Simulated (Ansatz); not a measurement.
WHCl4F2: several calculations on one system

## 1. Relaxation

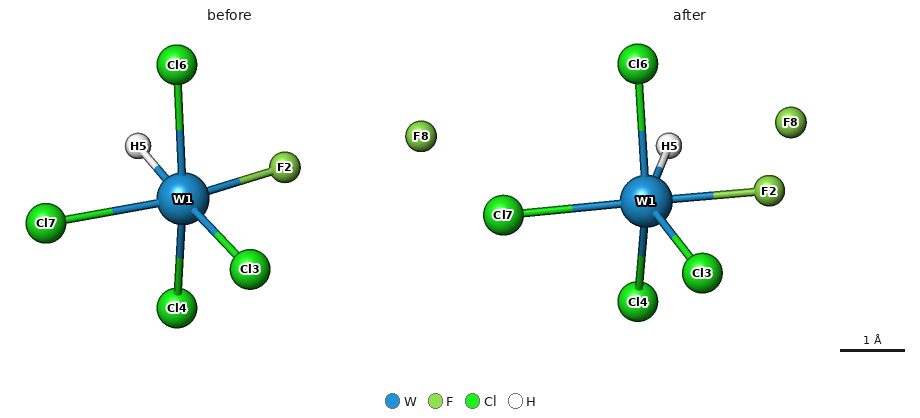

The structure of WHCl4F2 (multiplicity 2) before (left) and after (right) a relaxation, at one scale.

The picture is a ball-and-stick view, seen at a tilt.

The run prepares an end point of a later path (reaction) calculation, from a guessed geometry.

All numbers below come from Ansatz 0.2.0, UKS PBE/def2-SVP. Set-up: collinear spin; force threshold 0.03 eV/Å; at most 50 steps.

### What changed between the two?

Over 14 geometry steps the energy falls by 24.6 kJ/mol. The largest force component goes from 0.38 to 0.021 eV/Å. The atom that moves furthest after the best rigid fit is F8 (1.48 Å). Largest moves by element: F 1.48 Å, H 1.12 Å, Cl 0.24 Å, W 0.09 Å. Among the contacts that change: W1–F8 4.194 → 3.278 Å, W1–F2 1.861 → 1.966 Å, W1–Cl3 2.362 → 2.321 Å, W1–H5 1.727 → 1.696 Å. Bond angles that change, for instance: Cl3–W1–H5 177.6° → 145.4°, H5–W1–Cl7 84.5° → 112.6°, F2–W1–Cl3 93.5° → 76.8°. The run took 3.6 min on 4 threads of Arm Neoverse V1, on a shared host, peak memory 0.45 GiB.

Limits of the set-up: the start holds two separate molecules, 2.3 Å apart at their closest, whose relative position is a soft coordinate and is computed without a dispersion correction.

## 2. Relaxation

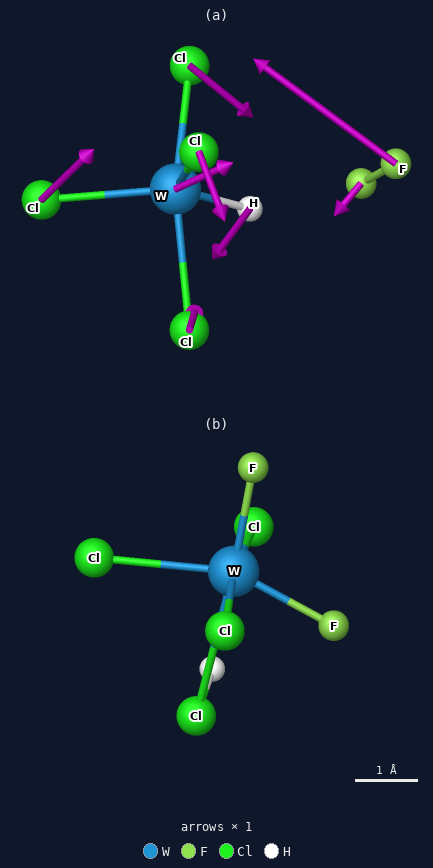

The structure of WHCl₄F₂ (multiplicity 2) before (top) and after (bottom) a relaxation, at one scale. The purple arrows give the displacements, at their true length.

Style: ball-and-stick. Shown at a tilt.

The run prepares an end point of a later path (reaction) calculation, from a guessed geometry.

The calculation used UKS PBE/def2-SVP in Ansatz 0.2.0. Settings: collinear spin; force threshold 0.03 eV/Å; at most 50 steps.

**Describe what moved and what it gained.**

The energy falls by 658.2 kJ/mol in 41 accepted moves (45 points after the start). Largest force component: 3.8 eV/Å at the start, 0.025 eV/Å at the end. The line search rejected the trial steps at points 6, 11, 17, 30 of the run. An F atom moves most after the best rigid fit: 2.90 Å. Largest moves by element: F 2.90 Å, Cl 1.59 Å, H 1.25 Å, W 1.20 Å. Among the contacts that change: F–W 3.907 → 1.859 Å, F–F 1.307 → 3.029 Å, H–W 1.697 → 2.933 Å, Cl–H 2.534 → 1.321 Å. New bonds form, among them: Cl–H (2.53 → 1.32 Å), F–W (3.05 → 1.87 Å), F–W (3.91 → 1.86 Å). Bonds break, among them: F–F (1.31 → 3.03 Å), H–W (1.70 → 2.93 Å). Bond angles that change, for instance: Cl–W–Cl 151.2° → 79.5°, Cl–W–Cl 102.0° → 172.0°, Cl–W–Cl 116.3° → 92.8°. Cost: 4.4 min on 4 threads of Arm Neoverse V1, with other jobs on the host, peak memory 0.41 GiB.

Limits of the set-up: the start holds two separate molecules, 2.4 Å apart at their closest, whose relative position is a soft coordinate and is computed without a dispersion correction.

## 3. Path

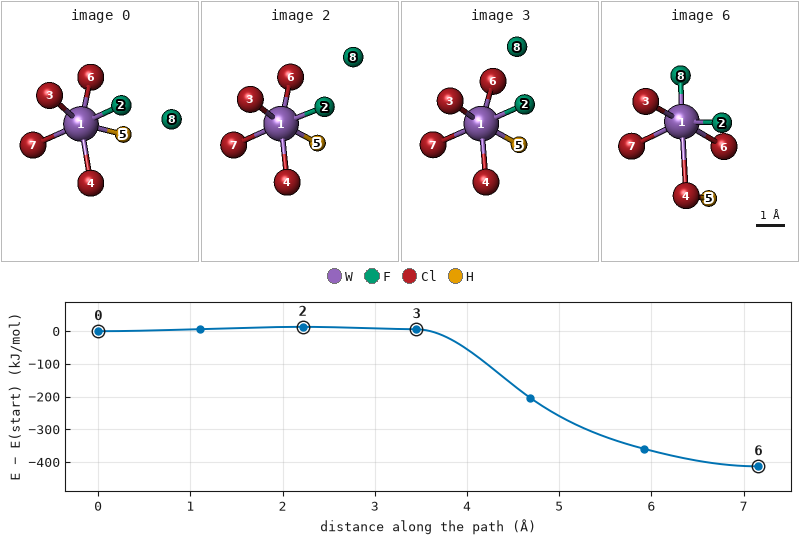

A search for the minimum-energy path of WHCl₄F₂ (multiplicity 2) by the nudged elastic band. Images are numbered from 0 (start) to 6 (end). Style: ball-and-stick. Shown at a tilt.

Method: UKS PBE/def2-SVP (Ansatz). Set-up: 5 movable images; climbing image; force threshold 0.03 eV/Å; iteration limit 60; starting path through a guess of the saddle point.

Q: What happens along the path, and what is the barrier?

A: Breaking: W1–H5 (1.70 → 1.71 at the top → 2.93 Å). Forming: Cl4–H5 (2.52 → 2.51 at the top → 1.32 Å), W1–F8 (3.28 → 3.57 at the top → 1.86 Å). Forward barrier 13.3 kJ/mol, backward barrier 426.1 kJ/mol, with image 2 at the top; the reaction energy is −412.8 kJ/mol. The band converged in 21 iterations, with a climbing image at the top. At the top, the vibrational analysis gives one imaginary mode (53i cm⁻¹), as a transition state must have.

Cost: 12 min on 4 threads of Arm Neoverse V1, on a shared host, peak memory 0.46 GiB.
